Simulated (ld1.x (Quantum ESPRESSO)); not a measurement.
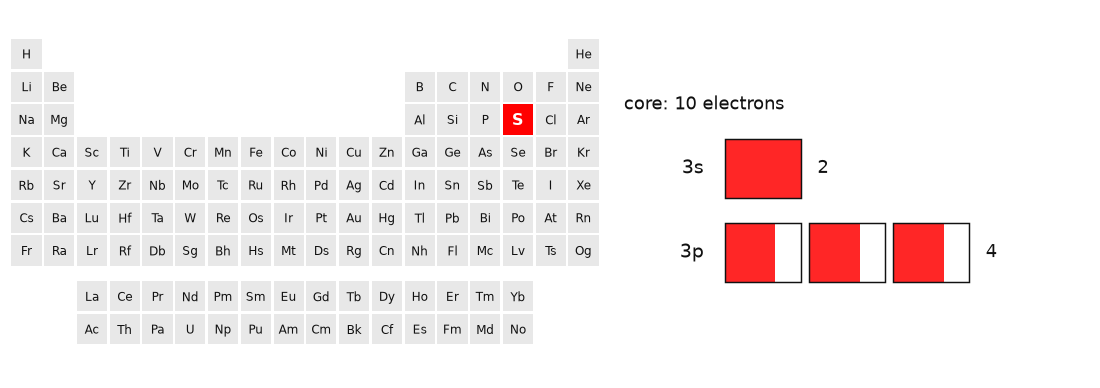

Left, the place of sulfur in the periodic table; right, the valence shells of the reference configuration: a box for each of the 2l + 1 orbitals, shaded by the share of the shell that is filled, with the electron count at the right.

# Pseudopotential generation: S (part 1 of 2)

Sulfur (S, Z = 16), core [Ne], reference valence 3s2 3p4, valence charge 6. Computed at this level: TM potential, PBE, scalar-relativistic, made with ld1.x (Quantum ESPRESSO) 7.5.

**Output**
```
     Program LD1 v.7.5
     --------------------------- All-electron run ----------------------------

     S
     scalar relativistic calculation

     atomic number is 16.00
     dft =PBE   lsd =0 sic =0 latt =0  beta=0.20 tr2=1.0E-14
     Exchange-correlation= PBE
                           (   1   4   3   4   0   0   0)
     mesh =1151 r(mesh) =  99.72449 a.u. xmin = -7.00 dx = 0.01250
     1 Ry =  13.60569312 eV, c = 137.03599908

     n l     nl                  e(Ry)          e(Ha)          e(eV)
     1 0     1S 1( 2.00)      -176.8331       -88.4165     -2405.9365
     2 0     2S 1( 2.00)       -15.5603        -7.7802      -211.7088
     2 1     2P 1( 6.00)       -11.5030        -5.7515      -156.5061
     3 0     3S 1( 2.00)        -1.2683        -0.6342       -17.2564
     3 1     3P 1( 4.00)        -0.5151        -0.2576        -7.0088

     final scf error:  6.2E-15 reached in  25 iterations

     Etot =    -798.093270 Ry,    -399.046635 Ha,  -10858.612115 eV

     Ekin =     801.127734 Ry,     400.563867 Ha,   10899.898095 eV
     Encl =   -1902.852675 Ry,    -951.426337 Ha,  -25889.629551 eV
     Eh   =     354.564312 Ry,     177.282156 Ha,    4824.093217 eV
     Exc  =     -50.932640 Ry,     -25.466320 Ha,    -692.973876 eV

     normalization and overlap integrals

     s(1S/1S) =  1.000000  <r> =   0.0969  <r2> =    0.0126  r(max) =   0.0633
     s(2S/2S) =  1.000000  <r> =   0.4790  <r2> =    0.2731  r(max) =   0.3877
     s(2P/2P) =  1.000000  <r> =   0.4425  <r2> =    0.2449  r(max) =   0.3254
     s(3S/3S) =  1.000000  <r> =   1.6944  <r2> =    3.3424  r(max) =   1.4048
     s(3P/3P) =  1.000000  <r> =   2.0716  <r2> =    5.1763  r(max) =   1.6119

     ------------------------ End of All-electron run ------------------------

     --------------------- Generating NC pseudopotential ---------------------

      Generating local pot.: lloc=0, matching radius rcloc =   1.1000

      Computing core charge for nlcc:

       r > 0.42 : true rho core
       r < 0.42 : rho core = a sin(br)/r    a=  47.42  b=   5.31

      Integrated core pseudo-charge :   7.57

      Wfc   3P  rcut= 1.194  Using Troullier-Martins method

     ------------------- End of pseudopotential generation -------------------

     --------------------------- All-electron run ----------------------------

     S
     scalar relativistic calculation

     atomic number is 16.00
     dft =PBE   lsd =0 sic =0 latt =0  beta=0.20 tr2=1.0E-14
     Exchange-correlation= PBE
                           (   1   4   3   4   0   0   0)
     mesh =1151 r(mesh) =  99.72449 a.u. xmin = -7.00 dx = 0.01250
     1 Ry =  13.60569312 eV, c = 137.03599908

     n l     nl                  e(Ry)          e(Ha)          e(eV)
     1 0     1S 1( 2.00)      -176.8331       -88.4165     -2405.9365
     2 0     2S 1( 2.00)       -15.5603        -7.7802      -211.7088
     2 1     2P 1( 6.00)       -11.5030        -5.7515      -156.5061
     3 0     3S 1( 2.00)        -1.2683        -0.6342       -17.2564
     3 1     3P 1( 4.00)        -0.5151        -0.2576        -7.0088

     final scf error:  6.2E-15 reached in  25 iterations

     Etot =    -798.093270 Ry,    -399.046635 Ha,  -10858.612115 eV

     Ekin =     801.127734 Ry,     400.563867 Ha,   10899.898095 eV
     Encl =   -1902.852675 Ry,    -951.426337 Ha,  -25889.629551 eV
     Eh   =     354.564312 Ry,     177.282156 Ha,    4824.093217 eV
     Exc  =     -50.932640 Ry,     -25.466320 Ha,    -692.973876 eV

     normalization and overlap integrals

     s(1S/1S) =  1.000000  <r> =   0.0969  <r2> =    0.0126  r(max) =   0.0633
     s(2S/2S) =  1.000000  <r> =   0.4790  <r2> =    0.2731  r(max) =   0.3877
     s(2P/2P) =  1.000000  <r> =   0.4425  <r2> =    0.2449  r(max) =   0.3254
     s(3S/3S) =  1.000000  <r> =   1.6944  <r2> =    3.3424  r(max) =   1.4048
     s(3P/3P) =  1.000000  <r> =   2.0716  <r2> =    5.1763  r(max) =   1.6119

     ------------------------ End of All-electron run ------------------------

     Computing logarithmic derivative in   1.29522
     Computing logarithmic derivative in   1.29522
     Computing the partial wave expansion
       no projector for channel:   0
     R is outside the sphere for l=    1 j= 0.00

     ---------------------- Testing the pseudopotential ----------------------

     S
     scalar relativistic calculation

     atomic number is 16.00   valence charge is  6.00
     dft =PBE   lsd =0 sic =0 latt =0  beta=0.20 tr2=1.0E-14
     mesh =1151 r(mesh) =  99.72449 xmin = -7.00 dx = 0.01250

     n l     nl             e AE (Ry)        e PS (Ry)    De AE-PS (Ry)
     1 0     3S   1( 2.00)       -1.26832       -1.26832       -0.00000
     2 1     3P   1( 4.00)       -0.51514       -0.51512       -0.00001

     eps = 3.4E-15  iter = 20

     Etot =    -798.093270 Ry,    -399.046635 Ha,  -10858.612115 eV
     Etotps =   -42.141000 Ry,     -21.070500 Ha,    -573.357517 eV

     Ekin =       7.321221 Ry,       3.660611 Ha,      99.610293 eV
     Encl =     -38.704542 Ry,     -19.352271 Ha,    -526.602118 eV
     Ehrt =      16.784847 Ry,       8.392424 Ha,     228.369481 eV
     Ecxc =     -26.550627 Ry,     -13.275313 Ha,    -361.239679 eV
     (Ecc =     -21.857149 Ry,     -10.928575 Ha,    -297.381664 eV)
     Epseu=      -0.991901 Ry,      -0.495950 Ha,     -13.495494 eV

     ---------------------- End of pseudopotential test ----------------------
```

**Output of the test run (extracts)**
```
     ---------------------- Testing the pseudopotential ----------------------

     S
     scalar relativistic calculation

     atomic number is 16.00   valence charge is  6.00
     dft =PBE   lsd =0 sic =0 latt =0  beta=0.20 tr2=1.0E-14
     mesh =1151 r(mesh) =  99.72449 xmin = -7.00 dx = 0.01250

     n l     nl             e AE (Ry)        e PS (Ry)    De AE-PS (Ry)
     1 0     3S   1( 2.00)       -1.26832       -1.26832       -0.00000
     2 1     3P   1( 4.00)       -0.51514       -0.51512       -0.00001

     eps = 2.4E-15  iter = 20

     Etot =    -798.093271 Ry,    -399.046635 Ha,  -10858.612127 eV
     Etotps =   -42.141000 Ry,     -21.070500 Ha,    -573.357519 eV

     Ekin =       7.321221 Ry,       3.660611 Ha,      99.610291 eV
     Encl =     -38.704542 Ry,     -19.352271 Ha,    -526.602118 eV
     Ehrt =      16.784847 Ry,       8.392424 Ha,     228.369482 eV
     Ecxc =     -26.550627 Ry,     -13.275313 Ha,    -361.239679 eV
     (Ecc =     -21.857149 Ry,     -10.928575 Ha,    -297.381664 eV)
     Epseu=      -0.991901 Ry,      -0.495950 Ha,     -13.495494 eV

     ---------------------- End of pseudopotential test ----------------------

     ---------------------- Testing the pseudopotential ----------------------

     S
     scalar relativistic calculation

     atomic number is 16.00   valence charge is  6.00
     dft =PBE   lsd =0 sic =0 latt =0  beta=0.20 tr2=1.0E-14
     mesh =1151 r(mesh) =  99.72449 xmin = -7.00 dx = 0.01250

     n l     nl             e AE (Ry)        e PS (Ry)    De AE-PS (Ry)
     1 0     3S   1( 2.00)       -2.03078       -2.02959       -0.00118
     2 1     3P   1( 3.00)       -1.23448       -1.23357       -0.00091

     eps = 1.2E-15  iter = 16

     Etot =    -797.228269 Ry,    -398.614134 Ha,  -10846.843171 eV
     Etotps =   -41.276316 Ry,     -20.638158 Ha,    -561.592882 eV
     dEtot_ae =       0.865002 Ry
     dEtot_ps =       0.864685 Ry,   Delta E=       0.000317 Ry

     Ekin =       6.684872 Ry,       3.342436 Ha,      90.952323 eV
     Encl =     -33.694461 Ry,     -16.847231 Ha,    -458.436500 eV
     Ehrt =      12.569947 Ry,       6.284973 Ha,     171.022839 eV
     Ecxc =     -25.929422 Ry,     -12.964711 Ha,    -352.787756 eV
     (Ecc =     -21.857149 Ry,     -10.928575 Ha,    -297.381664 eV)
     Epseu=      -0.907252 Ry,      -0.453626 Ha,     -12.343788 eV

     ---------------------- End of pseudopotential test ----------------------

     ---------------------- Testing the pseudopotential ----------------------

     S
     scalar relativistic calculation

     atomic number is 16.00   valence charge is  6.00
     dft =PBE   lsd =0 sic =0 latt =0  beta=0.20 tr2=1.0E-14
     mesh =1151 r(mesh) =  99.72449 xmin = -7.00 dx = 0.01250

     n l     nl             e AE (Ry)        e PS (Ry)    De AE-PS (Ry)
     1 0     3S   1( 2.00)       -2.89551       -2.89204       -0.00347
     2 1     3P   1( 2.00)       -2.05644       -2.05355       -0.00289

     eps = 6.2E-16  iter = 12

     Etot =    -795.590456 Ry,    -397.795228 Ha,  -10824.559602 eV
     Etotps =   -39.640205 Ry,     -19.820103 Ha,    -539.332470 eV
     dEtot_ae =       2.502814 Ry
     dEtot_ps =       2.500795 Ry,   Delta E=       0.002019 Ry

     Ekin =       5.642001 Ry,       2.821001 Ha,      76.763338 eV
     Encl =     -27.928280 Ry,     -13.964140 Ha,    -379.983602 eV
     Ehrt =       8.591536 Ry,       4.295768 Ha,     116.893806 eV
     Ecxc =     -25.208427 Ry,     -12.604213 Ha,    -342.978120 eV
     (Ecc =     -21.857149 Ry,     -10.928575 Ha,    -297.381664 eV)
     Epseu=      -0.737036 Ry,      -0.368518 Ha,     -10.027892 eV

     ---------------------- End of pseudopotential test ----------------------

     ---------------------- Testing the pseudopotential ----------------------

     S
     scalar relativistic calculation

     atomic number is 16.00   valence charge is  6.00
     dft =PBE   lsd =0 sic =0 latt =0  beta=0.20 tr2=1.0E-14
     mesh =1151 r(mesh) =  99.72449 xmin = -7.00 dx = 0.01250

     n l     nl             e AE (Ry)        e PS (Ry)    De AE-PS (Ry)
     1 0     3S   1( 2.00)       -3.83970       -3.83321       -0.00649  !
     2 1     3P   1( 1.00)       -2.96012       -2.95443       -0.00569  !

     eps = 2.3E-15  iter =  9

     Etot =    -793.088429 Ry,    -396.544214 Ha,  -10790.517782 eV
     Etotps =   -37.142283 Ry,     -18.571142 Ha,    -505.346507 eV
     dEtot_ae =       5.004842 Ry
     dEtot_ps =       4.998717 Ry,   Delta E=       0.006125 Ry

     Ekin =       4.182273 Ry,       2.091137 Ha,      56.902725 eV
     Encl =     -21.593907 Ry,     -10.796953 Ha,    -293.800071 eV
     Ehrt =       5.143716 Ry,       2.571858 Ha,      69.983818 eV
     Ecxc =     -24.424357 Ry,     -12.212178 Ha,    -332.310301 eV
     (Ecc =     -21.857149 Ry,     -10.928575 Ha,    -297.381664 eV)
     Epseu=      -0.450009 Ry,      -0.225004 Ha,      -6.122678 eV

     ---------------------- End of pseudopotential test ----------------------

     ---------------------- Testing the pseudopotential ----------------------

     S
     scalar relativistic calculation

     atomic number is 16.00   valence charge is  6.00
     dft =PBE   lsd =0 sic =0 latt =0  beta=0.20 tr2=1.0E-14
     mesh =1151 r(mesh) =  99.72449 xmin = -7.00 dx = 0.01250

     n l     nl             e AE (Ry)        e PS (Ry)    De AE-PS (Ry)
     1 0     3S   1( 1.00)       -1.31802       -1.31769       -0.00033
     2 1     3P   1( 5.00)       -0.55568       -0.55542       -0.00026

     eps = 2.8E-15  iter = 21

     Etot =    -797.335435 Ry,    -398.667718 Ha,  -10848.301246 eV
     Etotps =   -41.383183 Ry,     -20.691591 Ha,    -563.046884 eV
     dEtot_ae =       0.757836 Ry
     dEtot_ps =       0.757818 Ry,   Delta E=       0.000018 Ry

     Ekin =       8.113071 Ry,       4.056536 Ha,     110.383956 eV
     Encl =     -38.238829 Ry,     -19.119414 Ha,    -520.265770 eV
     Ehrt =      16.512377 Ry,       8.256188 Ha,     224.662333 eV
     Ecxc =     -26.461309 Ry,     -13.230655 Ha,    -360.024451 eV
     (Ecc =     -21.857149 Ry,     -10.928575 Ha,    -297.381664 eV)
     Epseu=      -1.308493 Ry,      -0.654246 Ha,     -17.802952 eV

     ---------------------- End of pseudopotential test ----------------------

     ---------------------- Testing the pseudopotential ----------------------

     S
     scalar relativistic calculation

     atomic number is 16.00   valence charge is  6.00
     dft =PBE   lsd =0 sic =0 latt =0  beta=0.20 tr2=1.0E-14
     mesh =1151 r(mesh) =  99.72449 xmin = -7.00 dx = 0.01250

     n l     nl             e AE (Ry)        e PS (Ry)    De AE-PS (Ry)
     1 0     3S   1( 2.00)       -1.63479       -1.63433       -0.00046
     2 1     3P   1( 3.50)       -0.86020       -0.85987       -0.00034

     eps = 7.5E-16  iter = 18

     Etot =    -797.750778 Ry,    -398.875389 Ha,  -10853.952278 eV
     Etotps =   -41.798562 Ry,     -20.899281 Ha,    -568.698410 eV
     dEtot_ae =       0.342493 Ry
     dEtot_ps =       0.342438 Ry,   Delta E=       0.000054 Ry

     Ekin =       7.053545 Ry,       3.526773 Ha,      95.968369 eV
     Encl =     -36.309623 Ry,     -18.154812 Ha,    -494.017593 eV
     Ehrt =      14.671624 Ry,       7.335812 Ha,     199.617609 eV
     Ecxc =     -26.255395 Ry,     -13.127698 Ha,    -357.222854 eV
     (Ecc =     -21.857149 Ry,     -10.928575 Ha,    -297.381664 eV)
     Epseu=      -0.958712 Ry,      -0.479356 Ha,     -13.043942 eV

     ---------------------- End of pseudopotential test ----------------------

     ---------------------- Testing the pseudopotential ----------------------

     S
     scalar relativistic calculation

     atomic number is 16.00   valence charge is  6.00
     dft =PBE   lsd =0 sic =0 latt =0  beta=0.20 tr2=1.0E-14
     mesh =1151 r(mesh) =  99.72449 xmin = -7.00 dx = 0.01250

     n l     nl             e AE (Ry)        e PS (Ry)    De AE-PS (Ry)
     1 0     3S   1( 2.00)       -1.06534       -1.06549        0.00015
     2 1     3P   1( 4.30)       -0.32453       -0.32460        0.00008

     eps = 9.0E-15  iter = 17

     Etot =    -798.218869 Ry,    -399.109435 Ha,  -10860.320983 eV
     Etotps =   -42.266622 Ry,     -21.133311 Ha,    -575.066687 eV
     dEtot_ae =      -0.125599 Ry
     dEtot_ps =      -0.125621 Ry,   Delta E=       0.000023 Ry

     Ekin =       7.433330 Ry,       3.716665 Ha,     101.135609 eV
     Encl =     -40.015923 Ry,     -20.007962 Ha,    -544.444375 eV
     Ehrt =      18.029585 Ry,       9.014792 Ha,     245.305000 eV
     Ecxc =     -26.709490 Ry,     -13.354745 Ha,    -363.401131 eV
     (Ecc =     -21.857149 Ry,     -10.928575 Ha,    -297.381664 eV)
     Epseu=      -1.004123 Ry,      -0.502062 Ha,     -13.661790 eV

     ---------------------- End of pseudopotential test ----------------------

     ---------------------- Testing the pseudopotential ----------------------

     S
     scalar relativistic calculation

     atomic number is 16.00   valence charge is  6.00
     dft =PBE   lsd =0 sic =0 latt =0  beta=0.20 tr2=1.0E-14
     mesh =1151 r(mesh) =  99.72449 xmin = -7.00 dx = 0.01250

     n l     nl             e AE (Ry)        e PS (Ry)    De AE-PS (Ry)
     1 0     3S   1( 1.00)       -2.07941       -2.07783       -0.00158
     2 1     3P   1( 4.00)       -1.27665       -1.27543       -0.00122

     eps = 2.2E-15  iter = 16

     Etot =    -796.428698 Ry,    -398.214349 Ha,  -10835.964466 eV
     Etotps =   -40.477050 Ry,     -20.238525 Ha,    -550.718320 eV
     dEtot_ae =       1.664572 Ry
     dEtot_ps =       1.663950 Ry,   Delta E=       0.000622 Ry

     Ekin =       7.536711 Ry,       3.768356 Ha,     102.542180 eV
     Encl =     -33.249701 Ry,     -16.624851 Ha,    -452.385229 eV
     Ehrt =      12.334223 Ry,       6.167112 Ha,     167.815659 eV
     Ecxc =     -25.839220 Ry,     -12.919610 Ha,    -351.560499 eV
     (Ecc =     -21.857149 Ry,     -10.928575 Ha,    -297.381664 eV)
     Epseu=      -1.259064 Ry,      -0.629532 Ha,     -17.130432 eV

     ---------------------- End of pseudopotential test ----------------------
```

(Continued in part 2.) Outcome of the run: generated.
